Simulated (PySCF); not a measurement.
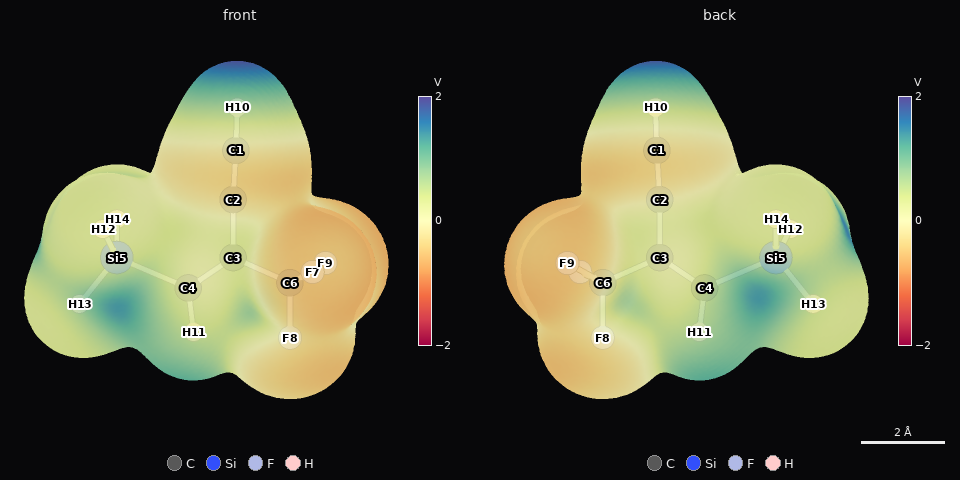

The picture shows: C₅H₅F₃Si (SMILES C#C/C(=C\[SiH3])C(F)(F)F). The molecular electrostatic potential painted on the density surface at 0.002 e/bohr³, seen from the front and from behind; red is negative and blue positive.

Geometry: GFN2-xTB.

Method: CAM-B3LYP/def2-SVPD, SCF density, gas phase (PySCF).

The calculation's input:

```
{"job": {"kind": "uv", "xc": "CAM-B3LYP", "basis": "def2-SVPD", "nstates": 8, "ntriplets": 3}, "charge": 0, "multiplicity": 1}
C     -0.996805     2.213722     0.635144
C     -0.322871     1.261145     0.351416
C      0.535148     0.186907     0.026591
C      0.121609    -1.042269    -0.286998
Si    -1.698968    -1.539958    -0.343691
C      1.997949     0.566193     0.066359
F      2.376165     1.003277     1.281154
F      2.815776    -0.451924    -0.239008
F      2.288770     1.556736    -0.796368
H     -1.606867     3.031310     0.880080
H      0.877178    -1.780872    -0.517602
H     -2.280978    -1.334304     0.981890
H     -1.727704    -2.953495    -0.718321
H     -2.379080    -0.716941    -1.342812
```

Run with:

```sh
OMP_NUM_THREADS=1 python probes_run.py task.json out
```

Q: Where is the surface potential most negative and most positive?

A: The most negative region (about −0.7 V) lies over F7 and F9, the most positive (about +1.8 V) over H10.

Q: How polar is the molecule by this calculation?

A: Its dipole moment is 2.61 D.
